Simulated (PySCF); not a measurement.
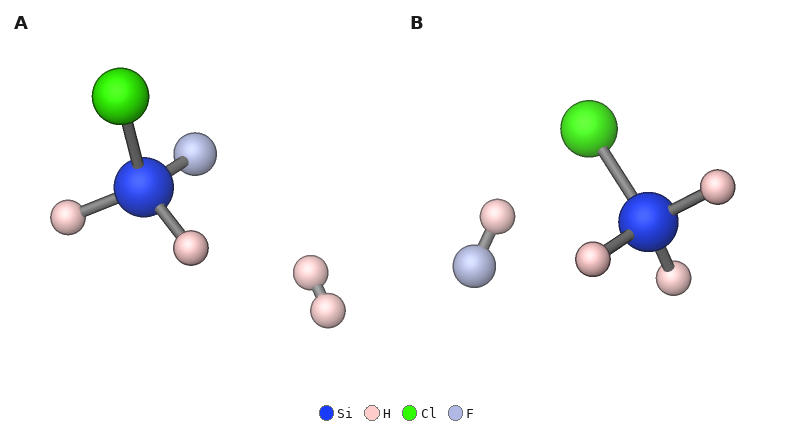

2 stationary structures of one formula. Geometries: PBE0-D4/def2-TZVP. Electronic energies: CCSD(T)/CBS (MP2 limit from def2-TZVPP and def2-QZVPP plus CCSD(T) − MP2) (PySCF 2.14.0), without zero-point energy. No frequency run is at hand to confirm each as a minimum. Each is one conformer, not always the lowest.

### Which structure is the most stable?

A is lowest (C1); B lies 25.5 kcal/mol above it.

Give E(B) − E(A) in kcal/mol at these levels too: PBE0-D4/def2-TZVPP; RHF-CCSD(T) (frozen core)/def2-SVP; PBE-D4/def2-TZVPP; RHF-CCSD(T) (frozen core)/def2-TZVPP; PBE0-D4/def2-TZVP; B3LYP-D4/6-31G; r2SCAN-D4/def2-TZVPP; PBE0-D4/def2-SVP.

| level | E(B) − E(A) (kcal/mol) |
| --- | --- |
| PBE0-D4/def2-TZVPP | +23.3 |
| RHF-CCSD(T) (frozen core)/def2-SVP | +20.6 |
| PBE-D4/def2-TZVPP | +23.2 |
| RHF-CCSD(T) (frozen core)/def2-TZVPP | +25.0 |
| PBE0-D4/def2-TZVP | +24.4 |
| B3LYP-D4/6-31G | +13.9 |
| r2SCAN-D4/def2-TZVPP | +26.5 |
| PBE0-D4/def2-SVP | +20.1 |
